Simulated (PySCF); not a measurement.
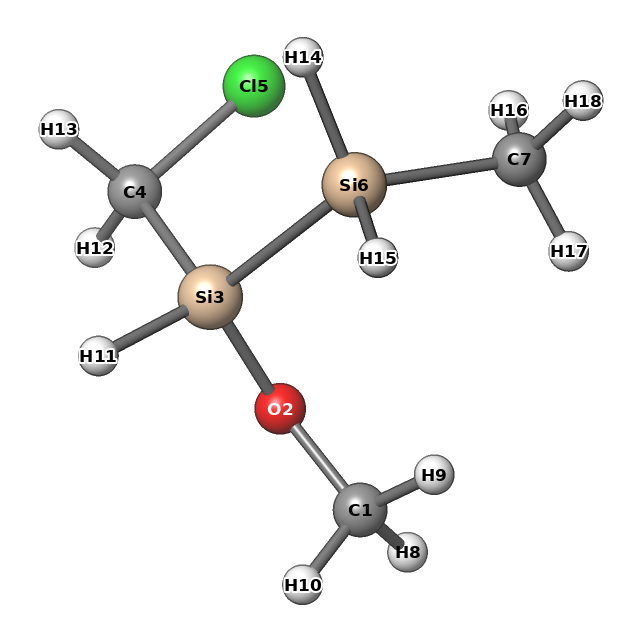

Computed geometry: GFN2-xTB optimisation. No frequency run is at hand to confirm it as a minimum. Electric field gradients from the ground-state density, PBE0/pcSseg-1 (PySCF 2.14.0), non-relativistic apart from any core potentials.

Give the largest field-gradient component, the quadrupole coupling constant and the asymmetry for 17O at O2 (Q = −25.6 mb), 35Cl at Cl5 (Q = −81.7 mb).

| atom | V_zz (a.u.) | e²qQ/h (MHz) | η |
| --- | --- | --- | --- |
| O2 | 1.726 | −10.38 | 0.43 |
| Cl5 | 3.978 | −76.4 | 0.03 |

The geometry is semi-empirical. Around Si such bond lengths and angles can be off by a tenth of an ångström or more and by several degrees, and values that hang on the shape move with them.
